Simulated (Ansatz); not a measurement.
# AlClF2 (SMILES [F][Al]([F])[Cl]): levels of theory compared

Wanted: a comparison of 6 runs (BHLYP/STO-3G, HSE06/STO-3G, UPBE0/STO-3G, r2SCAN/STO-3G, RPA@PBE/STO-3G, UMP2/STO-3G) of AlClF2. 

Program for the calculation: Ansatz 0.2.0.

53 further runs of the same task are left out: 4 that didn't finish, 49 set aside as unsound or not needed.

### Step 1. Starting point

The species is AlClF2 (4 atoms), meant as a singlet with charge 0. As SMILES, `[F][Al]([F])[Cl]`. The Cl4–Al2 distance was set to 2.576 Å, away from the relaxed value.

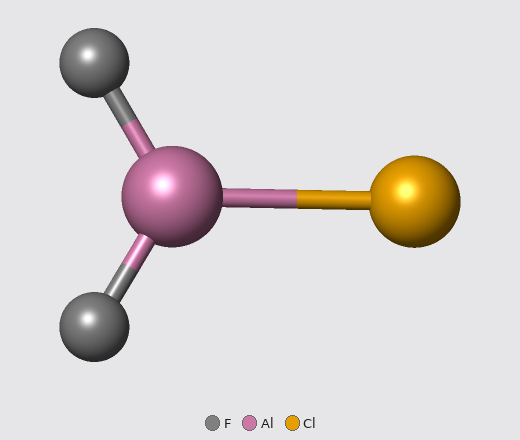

Viewed from a chosen angle; fluorine grey, aluminium pink, chlorine amber.

### Step 2. The energy at BHLYP/STO-3G (run 1)

input.yaml reads:

```yaml
crystal:
  periodic: [false, false, false]
  atoms:
    - {symbol: F, position_ang: [1.349492, 0.463387, 1.422655]}
    - {symbol: Al, position_ang: [0.421572, -0.309123, 0.326585]}
    - {symbol: F, position_ang: [0.625782, -1.912193, 0.108355]}
    - {symbol: Cl, position_ang: [-1.339980, 0.982810, -1.038560]}
basis:
  gaussian:
    orbitals: STO-3G
total_charge: 0
hamiltonian:
  xc: {name: BHLYP}
accuracy: high
```

On the command line:

```sh
$ ansatz run input.yaml --threads 1 --pin off --max-ram 3480MiB --events-out events.jsonl --progress --plain --runs-dir runs
```

What it wrote:

```text
Warning: RAYON_NUM_THREADS=1 ignored (pool sized by the plan → 1); use --threads N
Functional definition: BHLYP
  name "BHLYP"
  parameter a = 0.5
  exchange = (1 - a)*b88_x + a*exact_x
  correlation = lyp_c
505 factors; integrals over basis functions are off by at most 3.2e-8 eV
mean field evaluation 1: about -24256.3223 eV, gradient 3.0e1 eV
mean field evaluation 2: about -24258.1342 eV, gradient 2.8e1 eV
mean field evaluation 4: about -24260.6745 eV, gradient 2.8e-1 eV
mean field evaluation 8: about -24260.6845 eV, gradient 3.1e-3 eV
mean field evaluation 16: about -24260.6845 eV, gradient 3.5e-8 eV
mean field -24260.68446566 eV, -891.5637096305 hartree, gradient 7.1e-9 eV, S^2 0.000000; 0 other end points of the search recorded, 0 dependent functions left out
reference -24260.68448278 eV, -891.5637102595 hartree; 24, 24 occupied and 4, 4 virtual orbitals, 505 factors
Total energy: -24260.68448278 eV, -891.5637102595 hartree
```

It took 1.2 s on 1 thread of Arm Neoverse V2, shared host; peak memory 0.1 GiB.

### Step 3. The energy at HSE06/STO-3G (run 2)

in.yaml reads:

```yaml
crystal:
  periodic: [false, false, false]
  atoms:
    - {symbol: F, position_ang: [1.349492, 0.463387, 1.422655]}
    - {symbol: Al, position_ang: [0.421572, -0.309123, 0.326585]}
    - {symbol: F, position_ang: [0.625782, -1.912193, 0.108355]}
    - {symbol: Cl, position_ang: [-1.339980, 0.982810, -1.038560]}
basis:
  gaussian: {orbitals: STO-3G}
hamiltonian: {xc: {name: HSE06}}
accuracy: high
```

On the command line:

```sh
$ ansatz run in.yaml --threads 1 --pin off --max-ram 3480MiB --events-out events.jsonl --progress --plain --runs-dir runs
```

What it wrote:

```text
Warning: RAYON_NUM_THREADS=1 ignored (pool sized by the plan → 1); use --threads N
Functional definition: HSE06
  name "HSE06"
  parameter a = 0.25
  parameter omega = 0.11/bohr
  exchange = pbe_x - a*pbe_x_sr(omega) + a*exact_x_sr(omega)
  correlation = pbe_c
505 factors; integrals over basis functions are off by at most 3.2e-8 eV
62 factors; integrals over basis functions are off by at most 1.6e-9 eV
mean field evaluation 1: about -24245.6700 eV, gradient 3.0e1 eV
mean field evaluation 2: about -24241.8554 eV, gradient 4.9e1 eV
mean field evaluation 4: about -24249.9452 eV, gradient 1.8e0 eV
mean field evaluation 8: about -24249.9532 eV, gradient 2.7e-2 eV
mean field evaluation 16: about -24249.9532 eV, gradient 8.4e-8 eV
mean field -24249.95323203 eV, -891.1693440685 hartree, gradient 4.5e-9 eV, S^2 0.000000; 0 other end points of the search recorded, 0 dependent functions left out
reference -24249.95323361 eV, -891.1693441264 hartree; 24, 24 occupied and 4, 4 virtual orbitals, 505 factors
Total energy: -24249.95323361 eV, -891.1693441264 hartree
```

Run time: 1.5 s. Hardware: 1 thread of Arm Neoverse V2, shared host; peak memory 0.11 GiB.

Runs 3 to 5 aren't shown in full; the table further down has their settings and results.

### Step 4. The energy at UMP2/STO-3G (run 6)

job.yaml reads:

```yaml
crystal:
  periodic: [false, false, false]
  atoms:
    - symbol: F
      position_ang: [1.349492, 0.463387, 1.422655]
    - symbol: Al
      position_ang: [0.421572, -0.309123, 0.326585]
    - symbol: F
      position_ang: [0.625782, -1.912193, 0.108355]
    - symbol: Cl
      position_ang: [-1.339980, 0.982810, -1.038560]
basis:
  gaussian:
    orbitals: STO-3G
magnetization:
  spin_polarized: true
  initial_magnetization: 0
correlation:
  method: mp2
  frozen_orbitals: {Al: 5, Cl: 5, F: 1}
accuracy: high
```

On the command line:

```sh
$ ansatz run job.yaml --threads 1 --pin off --max-ram 3480MiB --events-out events.jsonl --progress --plain --runs-dir runs
```

What it wrote:

```text
Warning: RAYON_NUM_THREADS=1 ignored (pool sized by the plan → 1); use --threads N
Functional definition: HF
  name "HF"
  exchange = exact_x
  correlation = 0
505 factors; integrals over basis functions are off by at most 3.2e-8 eV
mean field evaluation 1: about -24208.3662 eV, gradient 2.0e1 eV
mean field evaluation 2: about -24208.3890 eV, gradient 2.0e1 eV
mean field evaluation 4: about -24212.1800 eV, gradient 6.7e-1 eV
mean field evaluation 8: about -24212.1817 eV, gradient 1.3e-5 eV
mean field -24212.18169292 eV, -889.7812656084 hartree, gradient 2.5e-8 eV, S^2 0.000000; 0 other end points of the search recorded, 0 dependent functions left out
12 core orbitals not correlated: weight in the atoms' cores, before any rotation towards them, 1.000 or more for the frozen orbitals, at most 0.000 for the correlated occupied ones
reference -24212.18169292 eV, -889.7812656084 hartree; 12, 12 occupied and 4, 4 virtual orbitals, 505 factors
second order -1.82819921 eV of doubles, -0.00000000 eV of singles
Total energy: -24214.00989213 eV, -889.8484506903 hartree
```

Wall time 0.2 s (1 thread of Arm Neoverse V2, shared host).

### Step 5. The series

```csv
run,level,frozen core orbitals,energy (Eh),wall time
1,BHLYP/STO-3G,–,-891.563710,1.2 s
2,HSE06/STO-3G,–,-891.169344,1.5 s
3,UPBE0/STO-3G,–,-891.188231,2.1 s
4,r2SCAN/STO-3G,–,-891.516935,3 s
5,RPA@PBE/STO-3G,12,-889.919925,1.9 s
6,UMP2/STO-3G,12,-889.848451,0.2 s
```

### Step 6. What came out

| quantity | value |
| --- | --- |
| run 6: total energy | -889.84845 Eh |
| run 6: correlation energy (12 core orbitals frozen) | -67.2 mEh |

**Reading.** Totals of different functionals can't be ranked against each other. In runs 1, 2, 3, 4, 5, 6 the basis is minimal, so the values are rough. All runs together took 9.9 s, the longest 3 s.
